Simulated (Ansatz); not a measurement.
**TePb (Fm-3m): zone-centre modes against carrier density**

Aim: how far do free carriers move the optical modes of TePb (Fm-3m)?

Calculated with Ansatz 0.2.0; DFT LDA, scalar-relativistic, plane waves, PAW; PAW set soft_1.

## Step 1: The structure

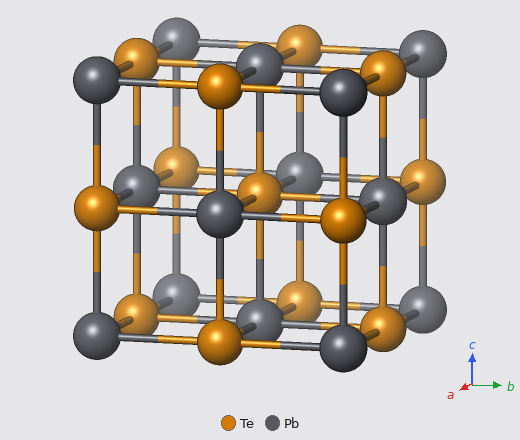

The starting structure, seen slightly off an axis (tellurium orange, lead dark grey). This picture shows the conventional cell, with its axes. Some periodic images of atoms are drawn too.

## Step 2: Bringing the structure to rest

The cell and atoms are relaxed, since residual forces and stress would shift the frequencies.

input.yaml reads:

```yaml
crystal:
  lattice:
    - [0.0, 3.231, 3.231]
    - [3.231, 0.0, 3.231]
    - [3.231, 3.231, 0.0]
  atoms:
    - { symbol: Te, position: [0.5, 0.5, 0.5] }
    - { symbol: Pb, position: [0.0, 0.0, 0.0] }
kpoints:
  mp_grid: { grid: [8, 8, 8] }
hamiltonian:
  xc: lda
  pseudopotentials: { kind: paw, azcp: { folder: soft_1 }, xc_functional: pbe }
scf:
  occupations: { method: gaussian, width: 0.02 }
output:
  forces: true
  stress: true
  eigenvalues: true
  write_density: true
  write_potential: true
  elf: true
  volumetric_format: npy
relax:
  adjacent_minimum: "off"
  f_tol: 0.005
  max_steps: 80
  cell: { stress_tol: 0.05 }
```

On the command line:

```sh
$ ansatz run input.yaml --threads 8 --pin off --max-ram 16384MiB --backend cpu --events-out ev --progress --plain --runs-dir out
```

Numbers of over 12 decimals in the logs are rounded to 6 here.

What it wrote:

```text
Engine: ansatz 0.2.0, x86_64-unknown-linux-gnu
Pseudopotentials: kind: paw
Pseudopotential: Te, paw, valence charge 16, recommended cutoff 420 eV (normal), soft_1/Te.paw.azcp
Pseudopotential: Pb, paw, valence charge 14, recommended cutoff 420 eV (normal), soft_1/Pb.paw.azcp
Functional definition: SPW92
  exchange = slater_x
  correlation = pw_c
Crystal: 2 atoms, lattice volume = 67.459 Å³
Basis set: ecut = 420 eV, 1363 PW (Γ)
Bands: 19, of which v1, the nominal top of the filled ones, is band 15 counted from 1 (14 counted from 0)
Symmetry: 48 space group operations
Space group: Fm-3m (ITA 225), of the structure as read, at distance tolerance 4.1e-5 Å
k-points: 29 of 512
Non-local potential: Te, projectors of the file, l = 0: 2, l = 1: 2, l = 2: 2, l = 3: 1
Non-local potential: Pb, projectors of the file, l = 0: 2, l = 1: 2, l = 2: 2, l = 3: 1
PAW form: soft (Blöchl's): semilocal exchange-correlation on the pseudo side does not see the compensation charge
PAW frozen core: Te, regenerated for the run's functional, and the local potential with it (the file was generated under x = pbe(κ = 0.804, μ = 0.219515), c = pbe(β = 0.066725))
PAW frozen core: Pb, regenerated for the run's functional, and the local potential with it (the file was generated under x = pbe(κ = 0.804, μ = 0.219515), c = pbe(β = 0.066725))
PAW one-centre angular grid: Te, 590 points (default); XC on 64 Gauss nodes
PAW one-centre angular grid: Pb, 590 points (default); XC on 64 Gauss nodes
Initial density: superposition of atomic densities (chi_scale 0.1, normalization cell, long waves kept (reshape's long-wave potential 0.00 eV rms))
Initial wavefunctions: pseudopotential atomic-orbital guess
Functional: x = slater, c = lda
SCF iter   1: F=—  HF=-18432.541406 eV  |F-HF|=—  |Δ(HF+E_count)|=         —  Δρ=2.57e-2  dr2=1.25e0  ethr=3.10e-3  ⟨swp⟩=7.8  Hψ=3215  notcnv=0
preconditioner: auto → none  [insulator: Δε(μ)=0.960 eV  Ē_g=14.171 eV  σ=0.020 eV  W_gap=1.00  n_scr=14 (ndim 8)  ℏωp=20.2 eV  f_vac=0.000  D(μ)=0.00/eV (n_scr^D=0)  ε∞_Penn≈3.0]
SCF iter   2: F=—  HF=-18432.162859 eV  |F-HF|=—  |Δ(HF+E_count)|=   3.79e-1  Δρ=9.22e-3  dr2=1.13e-1  ethr=3.10e-3  ⟨swp⟩=4.0  Hψ=1306  notcnv=0
SCF iter   3: F=—  HF=-18432.119225 eV  |F-HF|=—  |Δ(HF+E_count)|=   4.36e-2  Δρ=2.95e-3  dr2=5.10e-3  ethr=3.78e-4  ⟨swp⟩=3.2  Hψ=1362  notcnv=0
SCF iter   4: F=—  HF=-18432.117808 eV  |F-HF|=—  |Δ(HF+E_count)|=   1.42e-3  Δρ=6.10e-4  dr2=2.28e-4  ethr=1.70e-5  ⟨swp⟩=2.9  Hψ=1070  notcnv=0
SCF iter   5: F=—  HF=-18432.117763 eV  |F-HF|=—  |Δ(HF+E_count)|=   4.53e-5  Δρ=6.39e-5  dr2=2.34e-6  ethr=7.60e-7  ⟨swp⟩=2.1  Hψ=715  notcnv=0
SCF iter   6: F=—  HF=-18432.117764 eV  |F-HF|=—  |Δ(HF+E_count)|=   1.26e-6  Δρ=1.51e-5  dr2=5.73e-8  ethr=3.33e-10  ⟨swp⟩=12.7  Hψ=5288  notcnv=0
SCF iter   7: F=-18432.117764 eV  HF=-18432.117764 eV  |F-HF|=4.27e-9  |Δ(HF+E_count)|=   4.19e-8  Δρ=3.01e-6  dr2=6.61e-9  ethr=1.91e-10  ⟨swp⟩=6.4  Hψ=3223  notcnv=0
SCF 1 converged in 7 iterations: F = -18432.117764 eV  dr2 = 6.61e-9
  greatest PAW one-centre occupation: 0.999 electrons in one spin orbital (limit 2), on the Te atom at site 0 (counted from 0), in its partial waves of l = 2
relax step   1: F+E_penalty+E_count = -18432.11776387 eV  Δ(F+E_penalty+E_count) = +0.000e0 eV  max|allowed force component| = 2.347e-29 eV/Å  Δτ_max = 0.0000 Å  P = -1.700 GPa  Ω = 67.459 Å³  (7 SCF iters, dr2 threshold 1.00e-7 eV, accepted)
Crystal: 2 atoms, lattice volume = 64.089 Å³
Basis set: ecut = 420 eV, 1243 PW (Γ)
Initial density: handed on by an earlier stage of this run
Initial wavefunctions: those handed on with the density
iter 1 solved again at ethr=2.34e-6 eV; its pass at ethr=3.10e-3 eV (dr2=7.02e-4 eV) is discarded
SCF iter   1: F=—  HF=-18432.130581 eV  |F-HF|=—  |Δ(HF+E_count)|=         —  Δρ=9.24e-4  dr2=6.57e-4  ethr=2.34e-6  ⟨swp⟩=3.0  Hψ=4363  notcnv=0
preconditioner: auto → none  [insulator: Δε(μ)=0.549 eV  Ē_g=14.804 eV  σ=0.020 eV  W_gap=1.00  n_scr=14 (ndim 8)  ℏωp=20.7 eV  f_vac=0.005  D(μ)=0.00/eV (n_scr^D=0)  ε∞_Penn≈3.0]
SCF iter   2: F=—  HF=-18432.130482 eV  |F-HF|=—  |Δ(HF+E_count)|=   9.92e-5  Δρ=4.12e-4  dr2=1.30e-4  ethr=2.19e-6  ⟨swp⟩=1.0  Hψ=551  notcnv=0
SCF iter   3: F=—  HF=-18432.130473 eV  |F-HF|=—  |Δ(HF+E_count)|=   8.47e-6  Δρ=4.35e-5  dr2=6.93e-7  ethr=4.35e-7  ⟨swp⟩=2.0  Hψ=625  notcnv=0
iter 4 did not close the SCF: its close was put off for the readings that it lacked (scf_convergence_deferred on its scf_iter line)
SCF iter   4: F=-18432.130473 eV  HF=-18432.130473 eV  |F-HF|=7.61e-9  |Δ(HF+E_count)|=   8.19e-8  Δρ=1.60e-5  dr2=7.09e-8  ethr=2.31e-9  ⟨swp⟩=2.8  Hψ=1083  notcnv=0
iter 5 did not close the SCF: its close was put off for the readings that it lacked (scf_convergence_deferred on its scf_iter line)
SCF iter   5: F=-18432.130473 eV  HF=-18432.130473 eV  |F-HF|=1.57e-9  |Δ(HF+E_count)|=   4.09e-9  Δρ=1.67e-6  dr2=1.58e-9  ethr=2.36e-10  ⟨swp⟩=2.0  Hψ=770  notcnv=0
SCF iter   6: F=-18432.130473 eV  HF=-18432.130473 eV  |F-HF|=2.18e-11  |Δ(HF+E_count)|=  6.73e-10  Δρ=2.60e-7  dr2=3.94e-11  ethr=5.27e-12  ⟨swp⟩=6.5  Hψ=3412  notcnv=0
SCF 2 converged in 6 iterations: F = -18432.130473 eV  dr2 = 3.94e-11
relax step   2: F+E_penalty+E_count = -18432.13047340 eV  Δ(F+E_penalty+E_count) = -1.271e-2 eV  max|allowed force component| = 7.941e-29 eV/Å  Δτ_max = 0.0000 Å  P = +0.674 GPa  Ω = 64.089 Å³  energy of the carried Pulay correction = +7.215e-4 eV  (6 SCF iters, dr2 threshold 2.00e-7 eV, accepted)
Crystal: 2 atoms, lattice volume = 65.012 Å³
iter 1 solved again at ethr=3.66e-7 eV; its pass at ethr=3.10e-3 eV (dr2=1.10e-4 eV) is discarded
SCF iter   1: F=—  HF=-18432.132060 eV  |F-HF|=—  |Δ(HF+E_count)|=         —  Δρ=2.63e-4  dr2=5.44e-5  ethr=3.66e-7  ⟨swp⟩=2.8  Hψ=3954  notcnv=0
preconditioner: auto → none  [insulator: Δε(μ)=0.578 eV  Ē_g=14.754 eV  σ=0.020 eV  W_gap=1.00  n_scr=14 (ndim 8)  ℏωp=20.6 eV  f_vac=0.009  D(μ)=0.00/eV (n_scr^D=0)  ε∞_Penn≈2.9]
SCF iter   2: F=—  HF=-18432.132053 eV  |F-HF|=—  |Δ(HF+E_count)|=   6.96e-6  Δρ=1.21e-4  dr2=1.13e-5  ethr=1.81e-7  ⟨swp⟩=1.0  Hψ=551  notcnv=0
iter 3 did not close the SCF: its close was put off for the readings that it lacked (scf_convergence_deferred on its scf_iter line)
SCF iter   3: F=-18432.132053 eV  HF=-18432.132053 eV  |F-HF|=7.79e-9  |Δ(HF+E_count)|=   4.36e-7  Δρ=1.30e-5  dr2=4.08e-8  ethr=3.77e-8  ⟨swp⟩=2.0  Hψ=656  notcnv=0
iter 4 did not close the SCF: its close was put off for the readings that it lacked (scf_convergence_deferred on its scf_iter line)
SCF iter   4: F=-18432.132053 eV  HF=-18432.132053 eV  |F-HF|=4.75e-9  |Δ(HF+E_count)|=   6.03e-8  Δρ=4.77e-6  dr2=8.42e-9  ethr=1.36e-10  ⟨swp⟩=2.2  Hψ=881  notcnv=0
iter 5 did not close the SCF: its close was put off for the readings that it lacked (scf_convergence_deferred on its scf_iter line)
SCF iter   5: F=-18432.132053 eV  HF=-18432.132053 eV  |F-HF|=8.80e-10  |Δ(HF+E_count)|=   1.59e-9  Δρ=1.43e-6  dr2=9.09e-10  ethr=2.81e-11  ⟨swp⟩=2.0  Hψ=827  notcnv=0
SCF iter   6: F=-18432.132053 eV  HF=-18432.132053 eV  |F-HF|=2.91e-11  |Δ(HF+E_count)|=  4.44e-10  Δρ=2.37e-7  dr2=2.71e-11  ethr=3.03e-12  ⟨swp⟩=6.0  Hψ=3097  notcnv=0
SCF 3 converged in 6 iterations: F = -18432.132053 eV  dr2 = 2.71e-11
relax step   3: F+E_penalty+E_count = -18432.13205305 eV  Δ(F+E_penalty+E_count) = -1.580e-3 eV  max|allowed force component| = 4.628e-29 eV/Å  Δτ_max = 0.0000 Å  P = -0.045 GPa  Ω = 65.012 Å³  energy of the carried Pulay correction = +5.179e-4 eV  (6 SCF iters, dr2 threshold 2.00e-7 eV, accepted)
Initial wavefunctions: pseudopotential atomic-orbital guess (no wavefunctions were taken with the density)
iter 1 solved again at ethr=2.25e-7 eV; its pass at ethr=3.10e-3 eV (dr2=6.75e-5 eV) is discarded
SCF iter   1: F=—  HF=-18432.131542 eV  |F-HF|=—  |Δ(HF+E_count)|=         —  Δρ=5.30e-5  dr2=3.26e-7  ethr=2.25e-7  ⟨swp⟩=3.4  Hψ=4875  notcnv=0
preconditioner: auto → none  [insulator: Δε(μ)=0.578 eV  Ē_g=14.755 eV  σ=0.020 eV  W_gap=1.00  n_scr=14 (ndim 8)  ℏωp=20.6 eV  f_vac=0.009  D(μ)=0.00/eV (n_scr^D=0)  ε∞_Penn≈2.9]
SCF iter   2: F=—  HF=-18432.131545 eV  |F-HF|=—  |Δ(HF+E_count)|=   2.93e-6  Δρ=2.43e-5  dr2=5.73e-8  ethr=1.09e-9  ⟨swp⟩=2.3  Hψ=985  notcnv=0
SCF iter   3: F=—  HF=-18432.131545 eV  |F-HF|=—  |Δ(HF+E_count)|=   1.71e-8  Δρ=4.64e-6  dr2=2.08e-9  ethr=1.91e-10  ⟨swp⟩=2.0  Hψ=986  notcnv=0
SCF iter   4: F=—  HF=-18432.131545 eV  |F-HF|=—  |Δ(HF+E_count)|=   1.01e-9  Δρ=5.00e-7  dr2=5.54e-11  ethr=6.92e-12  ⟨swp⟩=2.0  Hψ=775  notcnv=0
iter 5 did not close the SCF: its close was put off for the readings that it lacked (scf_convergence_deferred on its scf_iter line)
SCF iter   5: F=-18432.131545 eV  HF=-18432.131545 eV  |F-HF|=3.64e-12  |Δ(HF+E_count)|=  1.82e-11  Δρ=8.02e-8  dr2=1.49e-12  ethr=1.00e-12  ⟨swp⟩=1.0  Hψ=551  notcnv=0
SCF iter   6: F=-18432.131545 eV  HF=-18432.131545 eV  |F-HF|=0.00e0  |Δ(HF+E_count)|=  7.28e-12  Δρ=6.68e-9  dr2=1.10e-14  ethr=1.00e-12  ⟨swp⟩=5.1  Hψ=2546  notcnv=0
SCF 4 converged in 6 iterations: F = -18432.131545 eV  dr2 = 1.10e-14
relax step   4: F+E_penalty+E_count = -18432.13154490 eV  Δ(F+E_penalty+E_count) = +5.082e-4 eV  max|allowed force component| = 3.865e-29 eV/Å  Δτ_max = 0.0000 Å  P = -0.048 GPa  Ω = 65.012 Å³  stress off target by 4.79e-2 GPa  SCF on the basis re-selected at this cell (its energy is not comparable with the rows above)  (6 SCF iters)
basis re-selected at this cell: Δ(F+E_penalty+E_count) = +5.082e-4 eV, ΔP = -0.003 GPa vs the last step (what re-selecting the basis moved, of the pressure what is left beyond the Pulay correction that the steps carried, after the strain that the cell walked since its last selection, with what the two solves' SCF thresholds leave and, on support functions, any second-order correction that the steps lacked; it is no m [...]
SCF converged after 6 iterations
Free energy (F): -18432.131545 eV
Harris-Foulkes:  -18432.131545 eV  (|F-HF|=0.00e0)
Internal energy: -18432.131545 eV  (E = F + TS)
E sigma→0 (E₀):  -18432.131545 eV
Fermi energy:    9.320522 eV
--- Per-component energies (eV) ---
  E_band       = -308.072273
  E_kinetic    = 467.049150
  E_local      = -2671.319341  (includes V_loc(G=0)·N_el)
  E_nonlocal   = 381.256050
  E_hartree    = 1213.259537
  E_xc         = -327.274364
  E_vxc        = -242.489057  (∫ρ·V_xc dr)
  E_paw        = -14607.421443  (= ΣΔE_a)
  E_vpaw       = -669.088214  (= ΣTr[D̂ρ^β])
  E_aug_tail   = 0.000065  (compensation charges beyond the density's cutoff)
  E_ewald      = -2888.282217
  E_core_change = 0.601018  (= ΣΔE_core)
  E_smearing   = -0.000000  (= −TS)
  E_closure    = -0.000000  (closes the sum)
  Σ components = -18432.131545   (vs F -18432.131545, Δ=0.00e0)
--- Forces (eV/Å), atoms counted from 1 ---
  atom   1  Te     0.00000000    -0.00000000    -0.00000000
  atom   2  Pb    -0.00000000     0.00000000     0.00000000
  max |Σ_I F_I| component: 5.73e-29 eV/Å
--- Stress (GPa, compression-positive) ---
       -0.047874      -0.000000      -0.000000
       -0.000000      -0.047874      -0.000000
       -0.000000      -0.000000      -0.047874
  P = ⅓ Tr σ = -0.0479 GPa (-0.479 kbar)
--- Band table (eV; the first three rows and the last of 29) ---
  k-point 0: bands = [... 11 lower, 3.3865, 7.5677, 7.5677, 7.5677, 13.0793, 13.0793, 13.0793, 14.8097]
  k-point 1: bands = [... 11 lower, 2.9101, 7.6108, 7.6108, 7.8388, 12.2773, 12.4677, 12.4677, 14.5938]
  k-point 2: bands = [... 11 lower, 1.8584, 7.7450, 7.7450, 8.3220, 11.0661, 11.4064, 11.4064, 14.9046]
  k-point 28: bands = [... 11 lower, 0.8205, 4.9952, 4.9952, 8.6435, 10.5989, 14.2364, 14.2364, 15.9309]
--- Relaxed structure (3 steps of the walk, 3 accepted, 1 SCFs on fresh bases) ---
  F+E_penalty+E_count = -18432.13154490 eV   max|allowed force component| = 3.865e-29 eV/Å   (the final SCF, on the basis selected at the relaxed cell)
  cell:  # Å, volume = 65.0115 Å³
    - [0, 3.191441, 3.191441]
    - [3.191441, 0, 3.191441]
    - [3.191441, 3.191441, 0]
  atoms:
    - { symbol: Te, position: [0.500000, 0.500000, 0.500000] }
    - { symbol: Pb, position: [0, 0, 0] }
```

Elapsed: 4.5 s, on 8 threads of Intel Xeon at 2.70GHz, shared host; peak memory 0.43 GiB; 17 s of CPU time.

Relaxation path:

| step | energy less that of the first step (eV) | largest force component (eV/Å) | pressure (GPa) | volume (Å³) |
| --- | --- | --- | --- | --- |
| 1 | 0.0000 | 0.0000 | -1.70 | 67.46 |
| 2 | -0.0127 | 0.0000 | 0.67 | 64.09 |
| 3 | -0.0143 | 0.0000 | -0.05 | 65.01 |
| 4* | -0.0138 | 0.0000 | -0.05 | 65.01 |

Relaxation steps marked * repeat the geometry before them on a plane-wave basis chosen anew for their cell, so energy and pressure can jump there.

The run keeps the 48 symmetry operations that it works with, so distortions that break them were not tested.

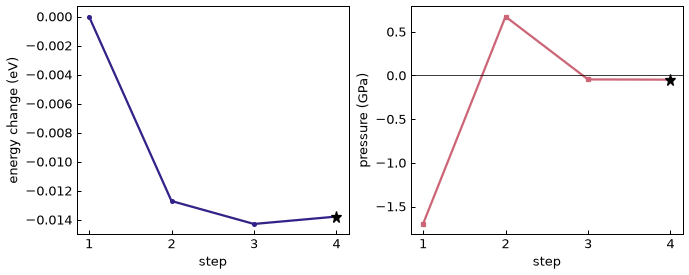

Energy and pressure along the relaxation. Stars mark steps on a basis chosen anew.

| conventional cell, symmetrised | before | after | change |
| --- | --- | --- | --- |
| a (Å) | 6.462 | 6.383 | -1.2 % |
| b (Å) | 6.462 | 6.383 | -1.2 % |
| c (Å) | 6.462 | 6.383 | -1.2 % |
| volume (Å³/atom) | 33.73 | 32.51 | -3.6 % |

Final coordinates:

```cif
data_structure
_symmetry_space_group_name_H-M 'P 1'
_symmetry_Int_Tables_number 1
_cell_length_a 4.5134
_cell_length_b 4.5134
_cell_length_c 4.5134
_cell_angle_alpha 60.000
_cell_angle_beta 60.000
_cell_angle_gamma 60.000
_cell_volume 65.01
loop_
_atom_site_label
_atom_site_type_symbol
_atom_site_fract_x
_atom_site_fract_y
_atom_site_fract_z
_atom_site_occupancy
Te1 Te 0.50000 0.50000 0.50000 1
Pb2 Pb 0.00000 0.00000 0.00000 1
```

Numbers from this step:

```
pressure          : -0.04787 GPa
gap on the k-mesh : 0.5784 eV
volume per atom   : 32.51 Å³
```

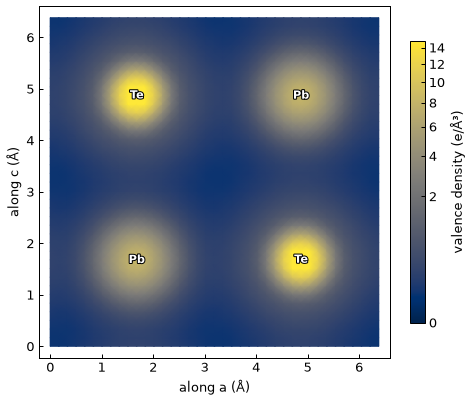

Valence density in the ac plane of the conventional cell at fractional y = 0.000, with atoms of Te and Pb within 0.2 Å of it. It is the smooth field of the valence electrons, not physical close to the nuclei. The map starts off the cell's origin, so that atoms lie inside it. The colour scale is stretched toward low values.

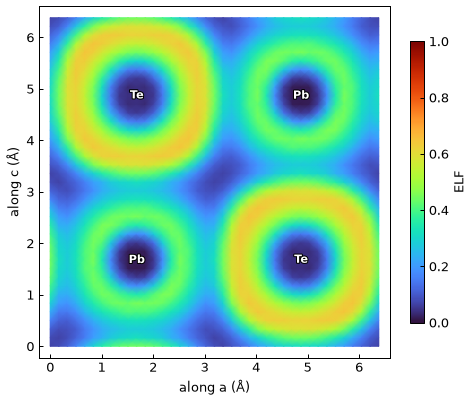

ELF in the ac plane of the conventional cell at fractional y = 0.000, with atoms of Te and Pb within 0.2 Å of it. It is the smooth field of the valence electrons, not physical close to the nuclei. The map starts off the cell's origin, so that atoms lie inside it.

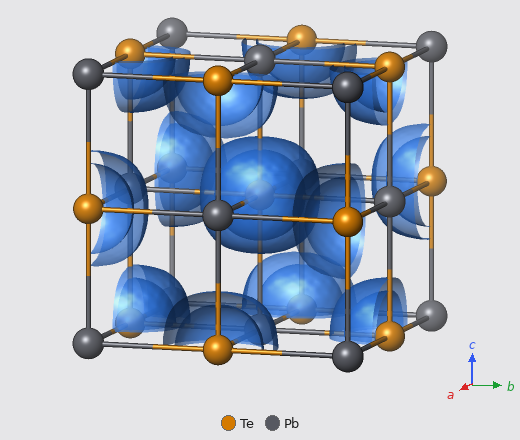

Surface of ELF = 0.58.

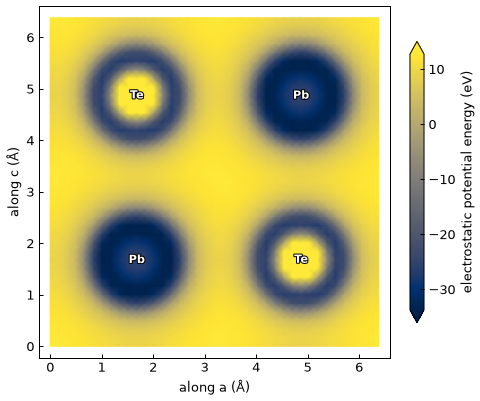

Electrostatic potential energy in the ac plane of the conventional cell at fractional y = 0.000, with atoms of Te and Pb within 0.2 Å of it. With pseudopotentials it is smooth inside the atoms' cores, unlike the true potential. The map starts off the cell's origin, so that atoms lie inside it.

In this step the volume went from 33.73 to 32.51 Å³/atom.

## Step 3: Bringing the structure to rest

The relaxation is repeated from its end, on the mesh and smearing that suit the cell and gap now reached.

input.yaml, the sections that differ from step 2:

```yaml
crystal:
  lattice:
    - [0.0, 3.191440838, 3.191440838]
    - [3.191440838, 0.0, 3.191440838]
    - [3.191440838, 3.191440838, 0.0]
  atoms:
    - { symbol: Te, position: [0.5, 0.5, 0.5] }
    - { symbol: Pb, position: [0.0, 0.0, 0.0] }
kpoints:
  mp_grid: { grid: [10, 10, 10] }
# hamiltonian, scf, output, relax: as in step 2
```

What it wrote:

```text
[...]
Crystal: 2 atoms, lattice volume = 65.012 Å³
Basis set: ecut = 420 eV, 1243 PW (Γ)
Bands: 19, of which v1, the nominal top of the filled ones, is band 15 counted from 1 (14 counted from 0)
Symmetry: 48 space group operations
[...]
k-points: 47 of 1000
[...]
k-point 46: bands = [... 11 lower, 0.9085, 4.7593, 5.2886, 8.2142, 11.1645, 13.6770, 14.8035, 15.4389]
--- Relaxed structure (2 steps of the walk, 2 accepted, 1 SCFs on fresh bases) ---
[...]
cell:  # Å, volume = 64.8989 Å³
    - [0, 3.189597, 3.189597]
    - [3.189597, 0, 3.189597]
    - [3.189597, 3.189597, 0]
  atoms:
    - { symbol: Te, position: [0.500000, 0.500000, 0.500000] }
    - { symbol: Pb, position: [0, 0, 0] }
[key lines of the parts left out:]
SCF converged after 7 iterations
Free energy (F): -18432.131847 eV
Fermi energy:    9.348021 eV
P = ⅓ Tr σ = 0.0259 GPa (0.259 kbar)
```

The job ended after 3.8 s (8 threads; peak memory 0.45 GiB; 18 s of CPU time).

Little changed from the start: no atom moved by 0.005 Å and no cell edge by 0.1 %.

Numbers from this step:

```yaml
pressure: 0.02589 GPa
gap_on_the_k_mesh: 0.5748 eV
volume_per_atom: 32.45 Å³
```

In this step the volume went from 32.51 to 32.45 Å³/atom.

## Step 4: Tight relaxation

Phonons need small forces and stress, so the relaxation is finished with tight tolerances on 12×12×12 k points.

input.yaml reads:

```yaml
crystal:
  lattice:
    - [0.0, 3.1895970397, 3.1895970397]
    - [3.1895970397, 0.0, 3.1895970397]
    - [3.1895970397, 3.1895970397, 0.0]
  atoms:
    - { symbol: Te, position: [0.5, 0.5, 0.5] }
    - { symbol: Pb, position: [0.0, 0.0, 0.0] }
kpoints:
  mp_grid: { grid: [12, 12, 12] }
hamiltonian:
  xc: lda
  pseudopotentials: { kind: paw, azcp: { folder: soft_1 }, xc_functional: pbe }
scf:
  occupations: { method: fixed }
output:
  forces: true
  stress: true
  eigenvalues: true
relax:
  adjacent_minimum: "off"
  f_tol: 0.001
  max_steps: 60
  cell: { stress_tol: 0.01 }
```

What it wrote:

```text
[...]
Crystal: 2 atoms, lattice volume = 64.899 Å³
Basis set: ecut = 420 eV, 1243 PW (Γ)
Bands: 19, of which v1, the nominal top of the filled ones, is band 15 counted from 1 (14 counted from 0)
Symmetry: 48 space group operations
[...]
k-points: 72 of 1728
[...]
k-point 71: bands = [... 11 lower, 0.8369, 5.0067, 5.0067, 8.6620, 10.6186, 14.2566, 14.2566, 15.9552]
--- Relaxed structure (3 steps of the walk, 3 accepted, 1 SCFs on fresh bases) ---
[...]
cell:  # Å, volume = 64.9312 Å³
    - [0, 3.190126, 3.190126]
    - [3.190126, 0, 3.190126]
    - [3.190126, 3.190126, 0]
  atoms:
    - { symbol: Te, position: [0.5, 0.5, 0.5] }
    - { symbol: Pb, position: [0, 0, 0] }
[key lines of the parts left out:]
SCF converged after 5 iterations
Free energy (F): -18432.131833 eV
Fermi energy:    9.052232 eV
P = ⅓ Tr σ = 0.0001 GPa (0.001 kbar)
```

Wall time 5 s (8 threads); peak memory 0.48 GiB.

Little changed from the start: no atom moved by 0.005 Å and no cell edge by 0.1 %.

This step gave:

```
pressure          : 5.24e-5 GPa
gap on the k-mesh : 0.5759 eV
volume per atom   : 32.47 Å³
```

The forces vanish by symmetry and the pressure is 0.000 GPa, within the tolerances set. The cell now holds 32.47 Å³/atom.

(Continued in part 2 of 2.)

[Logs are printed without paths, hosts, clocks, repeated set-up lines and the standing remarks that a program may print on its own settings, such as how far it seeks lower states.]

[Hosts, paths, dates, database ids (printed as entryN), source tags and the programs' standing remarks are cut or masked in the printed files.]
